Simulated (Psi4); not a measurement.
**M06-2X/cc-pVDZ run of CH3Cl3Si (SMILES C[Si](Cl)(Cl)Cl)**

Aim: the energy change on altering one bond length of CH3Cl3Si at M06-2X/cc-pVDZ, from 2 runs. 

Program for the calculation: Psi4 1.11.

3 further runs of the same task are left out: 1 that didn't finish, 2 set aside as unsound or not needed.

## (1) The molecule

The species is CH3Cl3Si (8 atoms), meant as a singlet with charge 0. SMILES: `C[Si](Cl)(Cl)Cl`. The shape is that of a PBE0-D4/def2-TZVP optimisation.

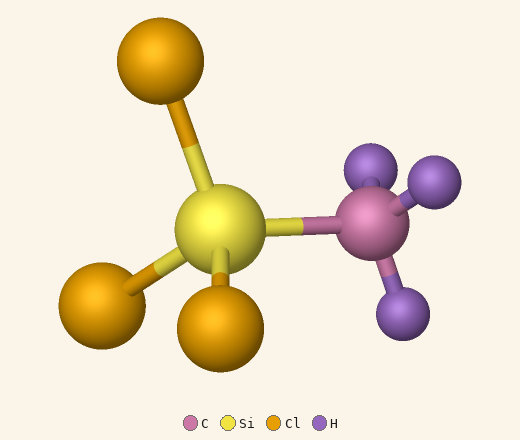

The structure, seen from a chosen angle (carbon pink, silicon yellow, chlorine amber, hydrogen purple).

## (2) Energy and gradient at M06-2X/cc-pVDZ

Input file run.py:

```python
import psi4

psi4.set_memory('1600 MB')
psi4.set_num_threads(1)
psi4.core.set_output_file('ch3cl3si.out', False)

geom = psi4.geometry("""
C     -0.728900    -0.279600     0.686100
Si     0.568900     0.197900    -0.528700
Cl     2.360400    -0.640000    -0.033600
Cl     0.065900    -0.429500    -2.402200
Cl     0.801200     2.223000    -0.573800
H     -0.844500    -1.365200     0.700800
H     -0.448300     0.061100     1.684800
H     -1.682600     0.175200     0.410800
units angstrom
symmetry c1
no_reorient
no_com
""")

psi4.set_options({
    'basis': 'cc-pVDZ',
    'reference': 'rks',
    'puream': True,
    'e_convergence': 1e-09,
    'd_convergence': 1e-08,
    'scf_type': 'pk',
    'dft_radial_points': 99,
    'dft_spherical_points': 590,
})

result, w = psi4.gradient('m06-2x', molecule=geom, return_wfn=True)
psi4.oeprop(w, 'DIPOLE', 'WIBERG_LOWDIN_INDICES', 'LOWDIN_CHARGES', title='M06-2X')
print('gradient / Eh bohr^-1')
print(result.np.round(6))
print(f'energy = {w.energy():.10f} Eh')
```

Command:

```sh
$ python run.py
```

ch3cl3si.out, shortened:

```text
[...]
  Running in c1 symmetry.
[...]
  Nuclear repulsion =  440.297333645516005
[...]
  Multiplicity = 1
[...]
  Nalpha       = 37
  Nbeta        = 37
[...]
    Number of basis functions: 101
[...]
   @RKS iter   1: -1709.93557178141759    7.57131e-02   5.36655e-03 DIIS/ADIIS
[...]
   @RKS iter  10: -1710.08807163548613   -5.68434e-12   7.20006e-09 DIIS
[...]
    Orbital Energies [Eh]
    ---------------------
    Doubly Occupied:
       1A   -102.668169     2A   -102.668154     3A   -102.668154
       4A    -67.142490     5A    -10.562784     6A     -9.815808
       7A     -9.815780     8A     -9.815771     9A     -7.535622
      10A     -7.535607    11A     -7.535605    12A     -7.531022
      13A     -7.531009    14A     -7.531006    15A     -7.530974
      16A     -7.530960    17A     -7.530957    18A     -5.663364
      19A     -3.972565    20A     -3.972564    21A     -3.969785
      22A     -0.969538    23A     -0.927219    24A     -0.927205
      25A     -0.819763    26A     -0.601642    27A     -0.515290
      28A     -0.515288    29A     -0.472690    30A     -0.472111
      31A     -0.472107    32A     -0.418928    33A     -0.418922
      34A     -0.393015    35A     -0.393008    36A     -0.385020
[...]
  @RKS Final Energy: -1710.08807163548613
   => Energetics <=
    Nuclear Repulsion Energy =            440.2973336455160052
    One-Electron Energy =               -3238.4519601574575063
    Two-Electron Energy =                1141.2874989486967934
    DFT Exchange-Correlation Energy =     -53.2209440722415863
    Empirical Dispersion Energy =           0.0000000000000000
    VV10 Nonlocal Energy =                  0.0000000000000000
    Total Energy =                      -1710.0880716354861306
[...]
  -Total Gradient:
     Atom            X                  Y                   Z
    ------   -----------------  -----------------  -----------------
       1        0.000029255161    -0.000013643963    -0.000030384843
       2        0.005600173441     0.002029472604    -0.005268378498
       3       -0.009540963276     0.004349319513    -0.002512982153
       4        0.002524089435     0.003313557339     0.009932777139
       5       -0.001323583259    -0.010636277925     0.000408706630
       6        0.000207864365     0.005022705621     0.000239168207
       7       -0.001658499745    -0.001729090926    -0.004384904203
       8        0.004166413563    -0.002271078808     0.001609406170
[...]
 Multipole Moments:
 ------------------------------------------------------------------------------------
     Multipole            Electronic (a.u.)      Nuclear  (a.u.)        Total (a.u.)
 ------------------------------------------------------------------------------------
 L = 1.  Multiply by 2.5417464519 to convert [e a0] to [Debye]
 Dipole X            :       -105.4593493          104.8482415           -0.6111077
 Dipole Y            :        -37.2138063           36.9887433           -0.2250630
 Dipole Z            :         98.1800768          -97.6081338            0.5719430
 Magnitude           :                                                    0.8667323
[...]
```

Standard output:

```text
gradient / Eh bohr^-1
[[ 2.9000e-05 -1.4000e-05 -3.0000e-05]
 [ 5.6000e-03  2.0290e-03 -5.2680e-03]
 [-9.5410e-03  4.3490e-03 -2.5130e-03]
 [ 2.5240e-03  3.3140e-03  9.9330e-03]
 [-1.3240e-03 -1.0636e-02  4.0900e-04]
 [ 2.0800e-04  5.0230e-03  2.3900e-04]
 [-1.6580e-03 -1.7290e-03 -4.3850e-03]
 [ 4.1660e-03 -2.2710e-03  1.6090e-03]]
energy = -1710.0880716355 Eh
```

Wall time 1.9 min (1 thread of Intel Xeon 6975P-C (Granite Rapids), shared host); peak memory 0.86 GiB.

## (3) The distorted shape: the energy at M06-2X/cc-pVDZ

Input file job.dat:

```
memory 1.6 GB

molecule molecule1 {
  0 1
  C     -0.326503     0.222316     2.184889
  Si     0.971297     0.699816     0.970089
  Cl     2.762797    -0.138084     1.465189
  Cl     0.065900    -0.429500    -2.402200
  Cl     1.203597     2.724916     0.924989
  H     -0.442103    -0.863284     2.199589
  H     -0.045903     0.563016     3.183589
  H     -1.280203     0.677116     1.909589
  symmetry c1
}

set {
  basis cc-pVDZ
  puream true
  e_convergence 1e-09
  d_convergence 1e-08
  scf_type pk
  dft_radial_points 99
  dft_spherical_points 590
}

E, wfn = energy("m06-2x", return_wfn=True)
print_variables()
```

Command:

```sh
$ psi4 -n 1 job.dat job.out
```

job.out, shortened:

```text
[...]
  Running in c1 symmetry.
[...]
  Nuclear repulsion =  377.672279406199436
[...]
  Multiplicity = 1
[...]
  Nalpha       = 37
  Nbeta        = 37
[...]
    Number of basis functions: 101
[...]
   @RKS iter   1: -1709.68494109041330   -1.96640e-01   5.98802e-03 ADIIS/DIIS
[...]
   @RKS iter  15: -1709.93230525508102    2.72848e-12   4.56621e-09 DIIS
[...]
    Orbital Energies [Eh]
    ---------------------
    Doubly Occupied:
       1A   -102.716786     2A   -102.716773     3A   -102.587965
       4A    -67.199476     5A    -10.610325     6A     -9.863704
       7A     -9.863675     8A     -9.727215     9A     -7.583607
      10A     -7.583593    11A     -7.578972    12A     -7.578958
      13A     -7.578431    14A     -7.578417    15A     -7.448438
      16A     -7.442245    17A     -7.442234    18A     -5.717682
      19A     -4.026467    20A     -4.025874    21A     -4.023434
      22A     -0.999740    23A     -0.969967    24A     -0.863014
      25A     -0.797262    26A     -0.632734    27A     -0.552075
      28A     -0.545063    29A     -0.506153    30A     -0.503753
      31A     -0.471059    32A     -0.441929    33A     -0.437021
      34A     -0.429726    35A     -0.301369    36A     -0.301188
[...]
  @RKS Final Energy: -1709.93230525508102
   => Energetics <=
    Nuclear Repulsion Energy =            377.6722794061994364
    One-Electron Energy =               -3112.2985178532876489
    Two-Electron Energy =                1077.8274855224040039
    DFT Exchange-Correlation Energy =     -53.1335523303965971
    Empirical Dispersion Energy =           0.0000000000000000
    VV10 Nonlocal Energy =                  0.0000000000000000
    Total Energy =                      -1709.9323052550810189
[...]
 Multipole Moments:
 ------------------------------------------------------------------------------------
     Multipole            Electronic (a.u.)      Nuclear  (a.u.)        Total (a.u.)
 ------------------------------------------------------------------------------------
 L = 1.  Multiply by 2.5417464519 to convert [e a0] to [Debye]
 Dipole X            :          5.4883125           -5.4243331            0.0639795
 Dipole Y            :          2.2884614           -1.6646394            0.6238220
 Dipole Z            :         -3.7103665            6.8330679            3.1227014
 Magnitude           :                                                    3.1850450
[...]
```

Wall time 59 s (1 thread of Intel Xeon 6975P-C (Granite Rapids), shared host); peak memory 0.86 GiB.

## (4) What came out

Level: M06-2X/cc-pVDZ.

| quantity | value |
| --- | --- |
| first shape: total energy | -1710.08807 Eh |
| first shape: dipole moment | 2.20 D |
| first shape: HOMO energy | -10.37 eV |
| first shape: LUMO energy | 1.38 eV |
| first shape: HOMO–LUMO gap | 11.76 eV |
| first shape: largest force on an atom | 0.554 eV/Å |
| distorted shape: total energy | -1709.93231 Eh |
| distorted shape: dipole moment | 8.10 D |
| distorted shape: HOMO energy | -8.14 eV |
| distorted shape: LUMO energy | -4.14 eV |
| distorted shape: HOMO–LUMO gap | 4.00 eV |
| energy change with the Si2–Cl4 bond stretched from 2.039 to 3.670 Å | 4.239 eV |

With the Si2–Cl4 bond stretched from 2.039 to 3.670 Å the energy rises by 4.24 eV (409 kJ/mol). The first shape isn't relaxed at this level, so the change isn't measured from a minimum. A restricted reference can't describe the breaking bond well at this length. The largest force (first shape) is 0.55 eV/Å: the shape isn't a stationary point for this species at this level.
